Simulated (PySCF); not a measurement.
Ga(Me)2(OSiH3), C₂H₉GaOSi, SMILES [CH3][Ga]([CH3])[O][SiH3] at its CAM-B3LYP/def2-SVP optimised geometry (Å):

```
14

Ga    -0.1941     0.7008     0.0000
C     -1.5068     2.1472     0.0000
H     -2.1263     2.0825    -0.9076
H     -1.0445     3.1429     0.0401
H     -2.1817     2.0342     0.8619
C      1.7642     0.7008     0.0000
H      2.1416     0.1653    -0.8847
H      2.1418     0.1689     0.8868
H      2.1817     1.7172    -0.0021
O     -0.9585    -0.9240    -0.0017
Si    -0.8408    -2.5592    -0.0204
H      0.5824    -3.0126    -0.1089
H     -1.5709    -3.1238    -1.1919
H     -1.4273    -3.1429     1.2206
```

Computed with CAM-B3LYP/def2-TZVP run with PySCF. Cells within 0.4 Å of a nucleus heavier than hydrogen are left out (blank, or x).

Map of the electrostatic potential (hartree/e), clipped to [-0.08, 0.12] on the plane z = 0.0 Å:

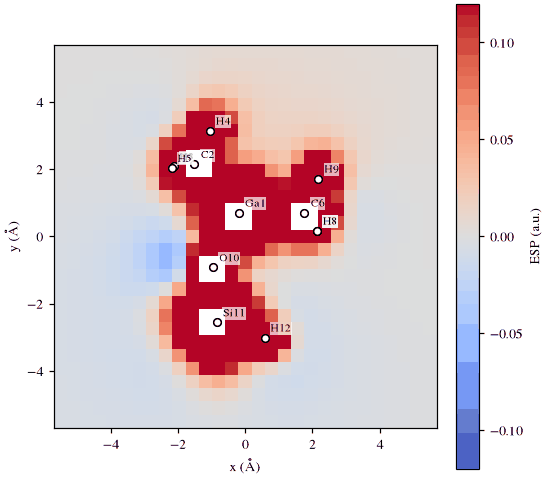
Figure: Electrostatic potential (hartree/e), clipped to [-0.08, 0.12] on the plane z = 0.0 Å.
